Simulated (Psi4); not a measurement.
**BNH2Cl (SMILES N[B]Cl): UB3LYP/def2-SVP (density fitting with cc-pvdz-jkfit, sweep point 2)**

Aim: the vertical doublet–quartet gap of BNH2Cl at UB3LYP/def2-SVP (density fitting with cc-pvdz-jkfit, sweep point 2), from 2 runs. 

Program for the calculation: Psi4 1.11.

2 further runs of the same task are left out: 2 set aside as unsound or not needed.

## (1) The molecule

BNH2Cl has 5 atoms, charge 0, and is taken as a doublet. As SMILES, `N[B]Cl`. The shape is that of a PBE0-D4/def2-TZVP optimisation. This is one conformer, not always the lowest.

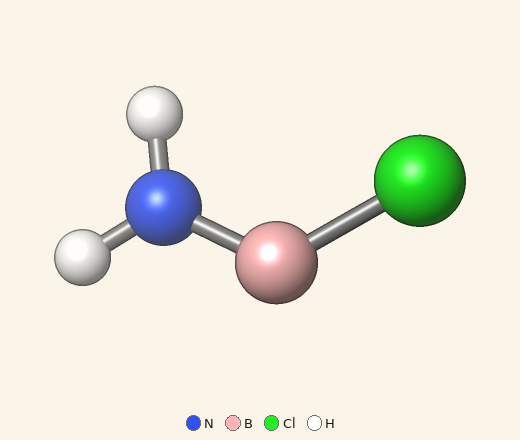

The structure, seen from a chosen angle (nitrogen blue, boron pink, chlorine green, hydrogen white).

## (2) A single-point energy at UB3LYP/def2-SVP (density fitting with cc-pvdz-jkfit, sweep point 2)

Input file job.in:

```
memory 1600 MB

molecule molecule1 {
  0 2
  N     -0.63116853     0.77875614    -0.48509270
  B     -0.18594905    -1.02914485     1.33112308
  Cl     2.53828013    -2.88410001     1.48267912
  H     -2.22364073     1.81394811    -0.51608420
  H      0.59677551     1.18126780    -1.89085996
  units bohr
  symmetry c1
}

set globals {
  basis                def2-SVP
  reference            uks
  puream               true
  scf_type             df
  dft_radial_points    99
  dft_spherical_points 590
  df_basis_scf         cc-pvdz-jkfit
  maxiter              150
}

e_tot, wfn = energy('b3lyp', return_wfn=True)
```

Run with:

```bash
psi4 job.in job.out -n 1
```

job.out:

```text
[...]
  Running in c1 symmetry.
[...]
  Nuclear repulsion =   77.618076106379149
[...]
  Multiplicity = 2
[...]
  Nalpha       = 16
  Nbeta        = 15
[...]
    Number of basis functions: 56
[...]
   @DF-UKS iter   1:  -540.58760131381280   -7.70091e-02   1.31198e-02 DIIS/ADIIS
[...]
   @DF-UKS iter   9:  -540.83076237223884   -3.55046e-08   6.94682e-07 DIIS
[...]
   @S^2 Observed:                7.523864336E-01
[...]
    Orbital Energies [Eh]
    ---------------------
    Alpha Occupied:
       1A   -101.494276     2A    -14.344664     3A     -9.449676
       4A     -7.216133     5A     -7.210191     6A     -7.209892
       7A     -6.807086     8A     -0.882128     9A     -0.823465
      10A     -0.533577    11A     -0.529363    12A     -0.426913
      13A     -0.355158    14A     -0.333111    15A     -0.296231
      16A     -0.195443
    Alpha Virtual:
      17A      0.010820    18A      0.050729    19A      0.095013
      20A      0.147049    21A      0.193353    22A      0.220357
      23A      0.301226    24A      0.301368    25A      0.465066
[...]
  @DF-UKS Final Energy:  -540.83076237223884
   => Energetics <=
    Nuclear Repulsion Energy =             77.6180761063791493
    One-Electron Energy =                -897.9474431789917617
    Two-Electron Energy =                 311.7459906172500723
    DFT Exchange-Correlation Energy =     -32.2473859168762829
    Empirical Dispersion Energy =           0.0000000000000000
    VV10 Nonlocal Energy =                  0.0000000000000000
    Total Energy =                       -540.8307623722388371
[...]
 Multipole Moments:
 ------------------------------------------------------------------------------------
     Multipole            Electronic (a.u.)      Nuclear  (a.u.)        Total (a.u.)
 ------------------------------------------------------------------------------------
 L = 1.  Multiply by 2.5417464519 to convert [e a0] to [Debye]
 Dipole X            :          1.7044647           -1.9437844           -0.2393197
 Dipole Y            :         -2.6442910            3.4036577            0.7593667
 Dipole Z            :          1.8613471           -2.5847534           -0.7234062
 Magnitude           :                                                    1.0757454
[...]
```

Wall time 5.7 s (1 thread of AMD EPYC 9R45 (Zen 5), shared host); peak memory 0.61 GiB.

## (3) The quartet

Input file job.in:

```
memory 1600 MB

molecule {
  0 4
  N     -0.63116853     0.77875614    -0.48509270
  B     -0.18594905    -1.02914485     1.33112308
  Cl     2.53828013    -2.88410001     1.48267912
  H     -2.22364073     1.81394811    -0.51608420
  H      0.59677551     1.18126780    -1.89085996
  units bohr
  symmetry c1
}

set {
  basis def2-SVP
  reference uks
  puream true
  scf_type df
  dft_radial_points 99
  dft_spherical_points 590
  df_basis_scf cc-pvdz-jkfit
  maxiter 150
}

energy('b3lyp')
print_variables()
```

Run with:

```bash
psi4 -i job.in -o job.out -n 1
```

job.out:

```text
[...]
  Running in c1 symmetry.
[...]
  Nuclear repulsion =   77.618076106379149
[...]
  Multiplicity = 4
[...]
  Nalpha       = 17
  Nbeta        = 14
[...]
    Number of basis functions: 56
[...]
   @DF-UKS iter   1:  -540.17360482027391    3.36987e-01   1.53274e-02 DIIS/ADIIS
[...]
   @DF-UKS iter  11:  -540.59800729247956   -4.81339e-09   1.07079e-07 DIIS
[...]
   @S^2 Observed:                3.754876802E+00
[...]
    Orbital Energies [Eh]
    ---------------------
    Alpha Occupied:
       1A   -101.510554     2A    -14.431252     3A     -9.464000
       4A     -7.230118     5A     -7.228189     6A     -7.223130
       7A     -6.738689     8A     -0.959047     9A     -0.834659
      10A     -0.592565    11A     -0.578914    12A     -0.430872
      13A     -0.427506    14A     -0.350256    15A     -0.337848
      16A     -0.171036    17A     -0.068474
    Alpha Virtual:
      18A      0.017821    19A      0.065453    20A      0.139016
      21A      0.192655    22A      0.232766    23A      0.299238
      24A      0.322599    25A      0.456240    26A      0.493937
[...]
  @DF-UKS Final Energy:  -540.59800729247956
   => Energetics <=
    Nuclear Repulsion Energy =             77.6180761063791493
    One-Electron Energy =                -897.2015688992025844
    Two-Electron Energy =                 311.2211843743178292
    DFT Exchange-Correlation Energy =     -32.2356988739739521
    Empirical Dispersion Energy =           0.0000000000000000
    VV10 Nonlocal Energy =                  0.0000000000000000
    Total Energy =                       -540.5980072924795650
[...]
 Multipole Moments:
 ------------------------------------------------------------------------------------
     Multipole            Electronic (a.u.)      Nuclear  (a.u.)        Total (a.u.)
 ------------------------------------------------------------------------------------
 L = 1.  Multiply by 2.5417464519 to convert [e a0] to [Debye]
 Dipole X            :          1.8787345           -1.9437844           -0.0650499
 Dipole Y            :         -2.1952179            3.4036577            1.2084398
 Dipole Z            :          1.1949493           -2.5847534           -1.3898041
 Magnitude           :                                                    1.8428548
[...]
```

Wall time 6.6 s (1 thread of AMD EPYC 9R45 (Zen 5), shared host); peak memory 0.61 GiB.

## (4) What came out

At UB3LYP/def2-SVP (density fitting with cc-pvdz-jkfit, sweep point 2):

| quantity | value |
| --- | --- |
| doublet: total energy | -540.83076 Eh |
| doublet: dipole moment | 2.73 D |
| doublet: HOMO energy (highest over α and β) | -5.32 eV |
| doublet: LUMO energy (lowest over α and β) | -1.44 eV |
| doublet: ⟨S²⟩ | 0.752 |
| quartet: total energy | -540.59801 Eh |
| quartet: dipole moment | 4.68 D |
| quartet: HOMO energy (highest over α and β) | -1.86 eV |
| quartet: ⟨S²⟩ | 3.755 |
| vertical energy of the quartet above the doublet | 6.334 eV |

At this shape the quartet lies 6.33 eV (611 kJ/mol) above the doublet.
